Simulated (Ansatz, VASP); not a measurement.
# Cross-check of BN between VASP and Ansatz

One calculation is typed for both programs; each brings its own data sets. How far apart do they land? The cell is taken from a series of VASP runs on this material, whose earlier steps may have relaxed, scaled or displaced it; both programs get it as it stands. Other levels of theory on this material are compared in a session of their own. Valence electrons are named where the data sets of a main pair hold unlike numbers.

Calculated with Ansatz 0.2.0; plane waves, with VASP 6.6.1 beside it; band structure at r2SCAN and band structure at LDA.

**1. The starting structure**

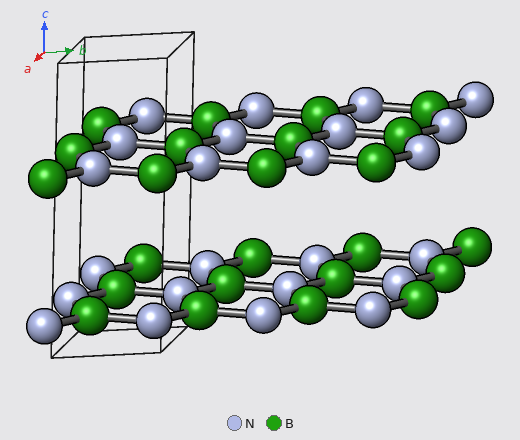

Start, viewed slightly off an axis; nitrogen light blue, boron green. 3×4×1 cells are drawn.

**2. VASP: band structure, r2SCAN**

Levels along a path test the potential and the projectors away from the mesh points.

Lines of VASP's logs that name or quote its potential files are left out, and so is its time.

Input file INCAR:

```
SYSTEM = BN
PREC = Accurate
ENCUT = 460
EDIFF = 1E-06
NELM = 100
ISMEAR = 0
SIGMA = 0.03
LREAL = .FALSE.
ALGO = Normal
METAGGA = R2SCAN
LASPH = .TRUE.
NBANDS = 22
LORBIT = 11
LWAVE = .FALSE.
LCHARG = .FALSE.
KPAR = 8
```

Input file POSCAR:

```
BN
1.0
    2.5039900000      0.0000000000      0.0000000000
   -1.2519950000      2.1685189508      0.0000000000
    0.0000000000      0.0000000000      6.6612000000
N B
2 2
Direct
    0.6666666667      0.3333333333      0.2500000000
    0.3333333333      0.6666666667      0.7500000000
    0.6666666667      0.3333333333      0.7500000000
    0.3333333333      0.6666666667      0.2500000000
```

Input file KPOINTS:

```
Automatic mesh
0
Gamma
10 10 4
0 0 0
```

Input file KPOINTS_OPT:

```
Line mode
10
Line-mode
Reciprocal
  0.00000000   0.00000000   0.00000000 GAMMA
  0.50000000   0.00000000   0.00000000 M

  0.50000000   0.00000000   0.00000000 M
  0.33333333   0.33333333   0.00000000 K

  0.33333333   0.33333333   0.00000000 K
  0.00000000   0.00000000   0.00000000 GAMMA

  0.00000000   0.00000000   0.00000000 GAMMA
  0.00000000   0.00000000   0.50000000 A

  0.00000000   0.00000000   0.50000000 A
  0.50000000   0.00000000   0.50000000 L

  0.50000000   0.00000000   0.50000000 L
  0.33333333   0.33333333   0.50000000 H

  0.33333333   0.33333333   0.50000000 H
  0.00000000   0.00000000   0.50000000 A

  0.50000000   0.00000000   0.50000000 L
  0.50000000   0.00000000   0.00000000 M

  0.33333333   0.33333333   0.00000000 K
  0.33333333   0.33333333   0.50000000 H
```

PAW data sets: N and B (PBE family, release 64).

Started as:

```
mpirun -np 8 vasp_std
```

Numbers of over 12 decimals in the logs are rounded to 6 here.

The log of the run:

```text
[banner, memory and clock lines left out]
running    8 mpi-ranks, on    1 nodes
 distrk:  each k-point on    1 cores,    8 groups
 distr:  one band on    1 cores,    1 groups

 POSCAR found type information on POSCAR N B
 POSCAR found :  2 types and       4 ions
|                                                                             |
|           W    W    AA    RRRRR   N    N  II  N    N   GGGG   !!!           |
|           W    W   A  A   R    R  NN   N  II  NN   N  G    G  !!!           |
|           W    W  A    A  R    R  N N  N  II  N N  N  G       !!!           |
|           W WW W  AAAAAA  RRRRR   N  N N  II  N  N N  G  GGG   !            |
|           WW  WW  A    A  R   R   N   NN  II  N   NN  G    G                |
|           W    W  A    A  R    R  N    N  II  N    N   GGGG   !!!           |
|                                                                             |
|     For optimal performance we recommend to set                             |
|       NCORE = 2 up to number-of-cores-per-socket                            |
|     NCORE specifies how many cores store one orbital (NPAR=cpu/NCORE).      |
|     This setting can greatly improve the performance of VASP for DFT.       |
|     The default, NCORE=1 might be grossly inefficient on modern             |
|     multi-core architectures or massively parallel machines. Do your        |
|     Unfortunately you need to use the default for GW and RPA                |
|     calculations (for HF NCORE is supported but not extensively tested      |
|     yet).                                                                   |
|                                                                             |

|                                                                             |
|               ----> ADVICE to this user running VASP <----                  |
|                                                                             |
|     You enforced a specific xc type in the INCAR file but a different       |
|     [... a line on the potential file left out ...]
|     I HOPE YOU KNOW WHAT YOU ARE DOING!                                     |
|                                                                             |

 LDA part: xc-table for (None), standard interpolation
 POSCAR, INCAR and KPOINTS ok, starting setup
 FFT: planning ... GRIDC
 FFT: planning ... GRID_SOFT
 FFT: planning ... GRID
 WAVECAR not read
 entering main loop
       N       E                     dE             d eps       ncg     rms          rms(c)
DAV:   1     0.313258082468E+02    0.31326E+02   -0.70771E+03  1848   0.623E+02
DAV:   2    -0.443053119670E+02   -0.75631E+02   -0.71571E+02  2364   0.175E+02
DAV:   3    -0.466380748820E+02   -0.23328E+01   -0.23186E+01  2344   0.273E+01
DAV:   4    -0.466483802507E+02   -0.10305E-01   -0.10305E-01  2052   0.208E+00
DAV:   5    -0.466484355494E+02   -0.55299E-04   -0.55299E-04  2312   0.130E-01    0.109E+01
DAV:   6    -0.387261559897E+02    0.79223E+01   -0.18615E+00  2130   0.101E+01    0.545E+00
DAV:   7    -0.386004542128E+02    0.12570E+00   -0.72853E-01  2086   0.510E+00    0.308E+00
DAV:   8    -0.385889211297E+02    0.11533E-01   -0.82569E-02  2206   0.205E+00    0.457E-01
DAV:   9    -0.385846788286E+02    0.42423E-02   -0.11593E-02  2148   0.914E-01    0.208E-01
DAV:  10    -0.385848376752E+02   -0.15885E-03   -0.13113E-03  1994   0.255E-01    0.104E-01
DAV:  11    -0.385849808626E+02   -0.14319E-03   -0.22552E-04  2058   0.114E-01    0.212E-02
DAV:  12    -0.385849905372E+02   -0.96746E-05   -0.17611E-05  2148   0.257E-02    0.938E-03
DAV:  13    -0.385849912199E+02   -0.68276E-06   -0.13281E-06  1996   0.832E-03
   1 F= -.38584991E+02 E0= -.38584991E+02  d E =-.150769E-36
 Start KPOINTS_OPT (optional k-point list driver)
k-point batch [1-42\90]
       N       E                     dE             ncg
DAV:   1    -0.188113824858E+03   -0.16347E+05     1856
DAV:   2    -0.337683658969E+04   -0.31887E+04     2392
DAV:   3    -0.347819932461E+04   -0.10136E+03     2326
DAV:   4    -0.347850567212E+04   -0.30635E+00     2046
DAV:   5    -0.347850674133E+04   -0.10692E-02     2302
DAV:   6    -0.347850674760E+04   -0.62778E-05     2132
DAV:   7    -0.347850674765E+04   -0.43733E-07     1842
[...]
k-point batch [85-90\90]
       N       E                     dE             ncg
DAV:   1     0.243254580867E+05   -0.49783E+04      264
DAV:   2     0.239434758862E+05   -0.38198E+03      324
DAV:   3     0.239311599688E+05   -0.12316E+02      336
DAV:   4     0.239311153657E+05   -0.44603E-01      264
DAV:   5     0.239311152063E+05   -0.15940E-03      322
DAV:   6     0.239311152055E+05   -0.82471E-06      300
```

OUTCAR, selected parts (step 2):

```text
ion  position               nearest neighbor table
   1  0.667  0.333  0.250-   4 1.45   4 1.45   4 1.45
   2  0.333  0.667  0.750-   3 1.45   3 1.45   3 1.45
   3  0.667  0.333  0.750-   2 1.45   2 1.45   2 1.45
   4  0.333  0.667  0.250-   1 1.45   1 1.45   1 1.45

  LATTYP: Found a hexagonal cell.
 ALAT       =     2.5039900000
 C/A-ratio  =     2.6602342661

 Subroutine GETGRP returns: Found 24 space group operations
 (whereof 12 operations were pure point group operations)

The static configuration has the point symmetry D_3d.
 The point group associated with its full space group is D_6h.

 Found     42 irreducible k-points:

   k-points           NKPTS =     42   k-points in BZ     NKDIM =     42   number of bands    NBANDS=     22

   dimension x,y,z NGX =    18 NGY =   18 NGZ =   48
   dimension x,y,z NGXF=    36 NGYF=   36 NGZF=   96

   ENCUT  =  460.0 eV  33.81 Ry    5.81 a.u.   4.38  4.38 11.65*2*pi/ulx,y,z

   NELECT =      16.0000    total number of electrons

 k-points in reciprocal lattice and weights: Automatic mesh
   0.00000000  0.00000000  0.00000000       0.003
   0.10000000 -0.00000000  0.00000000       0.015
   0.20000000 -0.00000000  0.00000000       0.015
   0.30000000  0.00000000  0.00000000       0.015
   0.40000000 -0.00000000  0.00000000       0.015
   0.50000000 -0.00000000  0.00000000       0.007
   0.10000000  0.10000000  0.00000000       0.015
   0.20000000  0.10000000  0.00000000       0.030
   0.30000000  0.10000000  0.00000000       0.030
[...]
0.40000000  0.20000000  0.50000000       0.015
   0.30000000  0.30000000  0.50000000       0.015

 average (electrostatic) potential at core
       1 -67.8664       2 -67.8664       3 -30.5575       4 -30.5575

 E-fermi :   2.2938

 k-point     1 :       0.0000    0.0000    0.0000
  band No.  band energies     occupation
    ...
      4      -2.2168      2.00000
      5       0.6367      2.00000
      6       0.6367      2.00000
      7       0.6734      2.00000
      8       0.6734      2.00000
      9       7.6011      0.00000
     10      13.0362      0.00000
     11      14.2876      0.00000
     12      14.2876      0.00000
     13      14.4181      0.00000
    ...

 k-point     2 :       0.1000   -0.0000    0.0000
  band No.  band energies     occupation
    ...
      4      -1.9653      2.00000
      5      -0.1941      2.00000
      6      -0.1607      2.00000
      7       0.2548      2.00000
      8       0.2977      2.00000
      9       7.9630      0.00000
     10      12.9086      0.00000
     11      14.0627      0.00000
     12      14.3292      0.00000
     13      15.1792      0.00000
    ...

 k-point     3 :       0.2000   -0.0000    0.0000
  band No.  band energies     occupation
    ...
      4      -2.1738      2.00000
      5      -2.1245      2.00000
      6      -1.2353      2.00000
      7      -0.6043      2.00000
      8      -0.5511      2.00000
      9       8.8894      0.00000
     10      12.2654      0.00000
     11      13.4473      0.00000
     12      13.5527      0.00000
     13      14.2166      0.00000
    ...

  Total       -0.3254263     -0.3254263     -0.1458025      0.0000000     -0.0000000      0.0000000
  in kB      -14.4150089    -14.4150089     -6.4584341      0.0000000     -0.0000000      0.0000000
  external PRESSURE =     -11.7628173 kB  Pullay stress =       0.0000000 kB

  energy-cutoff  :      460.00
  volume of cell :       36.17
      direct lattice vectors                 reciprocal lattice vectors
     2.503990000  0.000000000  0.000000000     0.399362617  0.230572115  0.000000000
    -1.251995000  2.168518951  0.000000000     0.000000000  0.461144229  0.000000000
     0.000000000  0.000000000  6.661200000     0.000000000  0.000000000  0.150123101

 POSITION                                       TOTAL-FORCE (eV/Angst)
 -----------------------------------------------------------------------------------
      1.25200      0.72284      1.66530         0.000000     -0.000000     -0.000000
     -0.00000      1.44568      4.99590        -0.000000      0.000000     -0.000000
      1.25200      0.72284      4.99590        -0.000000      0.000000      0.000000
     -0.00000      1.44568      1.66530         0.000000     -0.000000      0.000000
 -----------------------------------------------------------------------------------
    total drift:                               -0.000000      0.000000      0.000000

  FREE ENERGIE OF THE ION-ELECTRON SYSTEM (eV)
  ---------------------------------------------------
  free  energy   TOTEN  =       -38.5849912199 eV

  energy  without entropy=      -38.5849912199  energy(sigma->0) =      -38.58499122

 total charge
# of ion       s       p       d       tot
------------------------------------------
    1        1.242   2.804   0.000   4.046
    2        1.242   2.804   0.000   4.046
    3        0.745   1.401   0.000   2.146
    4        0.745   1.401   0.000   2.146
--------------------------------------------------
tot          3.973   8.411   0.000  12.384

[... 3 further parts left out ...]
```

The run ends at a pressure of -1.18 GPa.

**3. Ansatz: band structure, r2SCAN**

Ansatz runs on its default PAW (the set named soft_2) files.

The same cell, functional, mesh and smearing now go to Ansatz, which takes its cutoff from its data sets.

Input file input.yaml:

```yaml
crystal:
  lattice:
    - [2.50399, 0.0, 0.0]
    - [-1.251995, 2.1685189508, 0.0]
    - [0.0, 0.0, 6.6612]
  atoms:
    - { symbol: "N", position: [0.6666666667, 0.3333333333, 0.25] }
    - { symbol: "N", position: [0.3333333333, 0.6666666667, 0.75] }
    - { symbol: B, position: [0.6666666667, 0.3333333333, 0.75] }
    - { symbol: B, position: [0.3333333333, 0.6666666667, 0.25] }
hamiltonian:
  xc: r2scan
  pseudopotentials: { kind: paw }
kpoints:
  mp_grid: { grid: [10, 10, 4] }
  band_path:
    path:
      - [0.0, 0.0, 0.0]
      - [0.16667, 0.0, 0.0]
      - [0.33333, 0.0, 0.0]
      - [0.5, 0.0, 0.0]
      - [0.46296, 0.07407, 0.0]
      - [0.40741, 0.18519, 0.0]
      - [0.35185, 0.2963, 0.0]
      - [0.2963, 0.2963, 0.0]
      - [0.18519, 0.18519, 0.0]
      - [0.07407, 0.07407, 0.0]
      - [0.0, 0.0, 0.0]
      - [0.0, 0.0, 0.16667]
      - [0.0, 0.0, 0.33333]
      - [0.0, 0.0, 0.5]
      - [0.11111, 0.0, 0.5]
      - [0.33333, 0.0, 0.5]
      - [0.5, 0.0, 0.5]
      - [0.46296, 0.07407, 0.5]
      - [0.40741, 0.18519, 0.5]
      - [0.35185, 0.2963, 0.5]
      - [0.2963, 0.2963, 0.5]
      - [0.18519, 0.18519, 0.5]
      - [0.07407, 0.07407, 0.5]
      - [0.5, 0.0, 0.5]
      - [0.5, 0.0, 0.33333]
      - [0.5, 0.0, 0.16667]
      - [0.5, 0.0, 0.0]
      - [0.33333, 0.33333, 0.11111]
      - [0.33333, 0.33333, 0.27778]
      - [0.33333, 0.33333, 0.5]
    npoints: 1
scf:
  occupations: { method: gaussian, width: 0.03 }
  n_extra_bands: 8
output:
  forces: true
  stress: true
  eigenvalues: true
  write_density: true
  write_potential: true
  elf: true
  volumetric_format: npy
```

Started as:

```
ansatz run input.yaml --threads 2 --pin off --max-ram 4608MiB --backend cpu --events-out ev --progress --plain --runs-dir out
```

The log of the run:

```text
scf.n_extra_bands = 8 over 8 filled bands (N_el = 16.0): the run solves 16 bands
Engine: ansatz 0.2.0, aarch64-unknown-linux-gnu
Pseudopotentials: kind: paw
Pseudopotential: N, paw, valence charge 5, recommended cutoff 500 eV (meta_gga), N.paw.azcp
Pseudopotential: B, paw, valence charge 3, recommended cutoff 500 eV (meta_gga), B.paw.azcp
Functional definition: r2SCAN
  parameter k0 = 0.174
  parameter k1 = 0.065
  parameter a1 = 4.9479
  exchange = r2scan_x(k0 = k0, k1 = k1, a1 = a1)
  correlation = r2scan_c
Crystal: 4 atoms, lattice volume = 36.170 Å³
Basis set: ecut = 500 eV, 907 PW (Γ), exchange–correlation on 80×80×200 points (64 copies of the dense FFT grid, shifted against one another)
Bands: 16, of which v1, the nominal top of the filled ones, is band 8 counted from 1 (7 counted from 0)
Symmetry: 24 space group operations
Space group: P63/mmc (ITA 194), of the structure as read, at distance tolerance 3.3e-5 Å
k-points: 42 of 400
Non-local potential: N, projectors of the file, l = 0: 2, l = 1: 2, l = 2: 1
Non-local potential: B, projectors of the file, l = 0: 2, l = 1: 2, l = 2: 1
PAW form: soft (Blöchl's): semilocal exchange-correlation on the pseudo side does not see the compensation charge
PAW frozen core: N, regenerated for the run's functional (the file was generated under x = pbe(κ = 0.804, μ = 0.219515), c = pbe(β = 0.066725))
PAW frozen core: B, regenerated for the run's functional (the file was generated under x = pbe(κ = 0.804, μ = 0.219515), c = pbe(β = 0.066725))
PAW one-centre angular grid: N, 302 points (default); XC on 160 Gauss nodes
PAW one-centre angular grid: B, 302 points (default); XC on 160 Gauss nodes
Initial density: superposition of atomic densities (neutral atoms: chi_scale 0, normalization atom), corrected by the library's trained network
Initial wavefunctions: pseudopotential atomic-orbital guess
Functional: x = r2scan, c = r2scan; τ floored in thin density (d = 2e-4 eV/Å³)
SCF iter   1: F=—  HF=-1088.116120 eV  |F-HF|=—  |Δ(HF+E_count)|=         —  Δρ=8.60e-3  dr2=1.95e-2  dr2_τ=6.87e-1  ethr=1.77e-3  ⟨swp⟩=6.6  Hψ=3739  notcnv=0  defer=3
preconditioner: auto → none  [insulator: Δε(μ)=4.820 eV  Ē_g=19.767 eV  σ=0.030 eV  W_gap=1.00  n_scr=4 (ndim 8)  ℏωp=24.7 eV  f_vac=0.023  D(μ)=0.00/eV (n_scr^D=0)  ε∞_Penn≈2.6]
SCF iter   2: F=—  HF=-1088.246190 eV  |F-HF|=—  |Δ(HF+E_count)|=   1.30e-1  Δρ=5.11e-3  dr2=4.16e-3  dr2_τ=2.96e-4  ethr=1.22e-4  ⟨swp⟩=2.7  Hψ=1671  notcnv=0  defer=86
SCF iter   3: F=—  HF=-1088.245927 eV  |F-HF|=—  |Δ(HF+E_count)|=   2.63e-4  Δρ=8.74e-4  dr2=2.04e-4  dr2_τ=1.02e-4  ethr=2.60e-5  ⟨swp⟩=3.0  Hψ=1173  notcnv=0  defer=86
SCF iter   4: F=—  HF=-1088.245907 eV  |F-HF|=—  |Δ(HF+E_count)|=   1.95e-5  Δρ=2.82e-4  dr2=2.04e-5  dr2_τ=1.75e-6  ethr=1.28e-6  ⟨swp⟩=2.1  Hψ=866  notcnv=0  defer=86
SCF iter   5: F=—  HF=-1088.245902 eV  |F-HF|=—  |Δ(HF+E_count)|=   5.16e-6  Δρ=1.03e-4  dr2=2.31e-6  dr2_τ=2.38e-7  ethr=1.28e-7  ⟨swp⟩=2.1  Hψ=899  notcnv=0  defer=86
SCF iter   6: F=—  HF=-1088.245903 eV  |F-HF|=—  |Δ(HF+E_count)|=   6.54e-7  Δρ=4.17e-5  dr2=4.27e-7  dr2_τ=9.38e-9  ethr=1.45e-8  ⟨swp⟩=2.0  Hψ=820  notcnv=0  defer=86
SCF iter   7: F=-1088.245903 eV  HF=-1088.245903 eV  |F-HF|=5.49e-10  |Δ(HF+E_count)|=   3.89e-8  Δρ=4.98e-6  dr2=4.07e-9  dr2_τ=4.56e-10  ethr=6.25e-10  ⟨swp⟩=12.6  Hψ=4335  notcnv=0
SCF 1 converged in 7 iterations: F = -1088.245903 eV  dr2 = 4.07e-9
  greatest PAW one-centre occupation: 0.805 electrons in one spin orbital (limit 2), on the N atom at site 1 (counted from 0), in its partial waves of l = 0
NSCF: frozen V_eff on 30 k-points
SCF converged after 7 iterations
Free energy (F): -1088.245903 eV
Harris-Foulkes:  -1088.245903 eV  (|F-HF|=5.49e-10)
Internal energy: -1088.245903 eV  (E = F + TS)
E sigma→0 (E₀):  -1088.245903 eV
Fermi energy:    6.883295 eV
--- Per-component energies (eV) ---
  E_band       = -48.261416
  E_kinetic    = 367.070399
  E_local      = -695.104431  (includes V_loc(G=0)·N_el)
  E_nonlocal   = 114.067014
  E_hartree    = 225.321001
  E_xc         = -181.988386
  E_vxc        = -252.358501  (∫ρ·V_xc dr)
  E_paw        = -419.640308  (= ΣΔE_a)
  E_vpaw       = -47.008500  (= ΣTr[D̂ρ^β])
  E_aug_tail   = 0.000045  (compensation charges beyond the density's cutoff)
  E_vtau       = 14.431086  (kinetic-family band-sum trace: ∫τ·v_τ [+ j·A + Jᵃ·Aᵃ] dr)
  E_ewald      = -497.875223
  E_core_change = -0.096013  (= ΣΔE_core)
  E_smearing   = -0.000000  (= −TS)
  E_closure    = 0.000000  (closes the sum)
  Σ components = -1088.245903   (vs F -1088.245903, Δ=0.00e0)
--- Forces (eV/Å), atoms counted from 1 ---
  atom   1  N     -0.00000000     0.00000000    -0.00000000
  atom   2  N     -0.00000000    -0.00000000     0.00000000
  atom   3  B      0.00000000     0.00000000     0.00000000
  atom   4  B      0.00000000    -0.00000000    -0.00000000
  max |Σ_I F_I| component: 6.48e-17 eV/Å
--- Stress (GPa, compression-positive) ---
       -1.342140      -0.000000       0.000000
        0.000000      -1.342140       0.000000
        0.000000       0.000000       0.842530
  P = ⅓ Tr σ = -0.6139 GPa (-6.139 kbar)
--- Band table (eV; the first three rows and the last of 42) ---
  k-point 0: bands = [... 4 lower, 3.0931, 3.0931, 3.1309, 3.1309, 10.0533, 15.4750, 16.8146, 16.8146, ... 4 higher]
  k-point 1: bands = [... 4 lower, 3.0986, 3.0986, 3.1253, 3.1253, 10.7786, 14.4560, 16.8331, 16.8331, ... 4 higher]
  k-point 2: bands = [... 4 lower, 3.1120, 3.1120, 3.1120, 3.1120, 12.5238, 12.5238, 16.8784, 16.8784, ... 4 higher]
  k-point 41: bands = [... 4 lower, -2.6543, -2.6543, 4.2554, 4.2554, 9.8824, 9.8824, 17.1213, 17.1213, ... 4 higher]
```

Wall time 2.6 s (2 threads of Arm Neoverse V1, shared host); peak memory 0.38 GiB; 5 s of CPU time.

(Continued in part 2 of 2.)

[Lines on the potential files, build, host, timing and source positions are cut from VASP's logs without a mark.]

[Logs are printed without paths, hosts, clocks, repeated set-up lines and the standing remarks that a program may print on its own settings, such as how far it seeks lower states.]

[Hosts, paths, dates, database ids (printed as entryN), source tags and the programs' standing remarks are cut or masked in the printed files.]
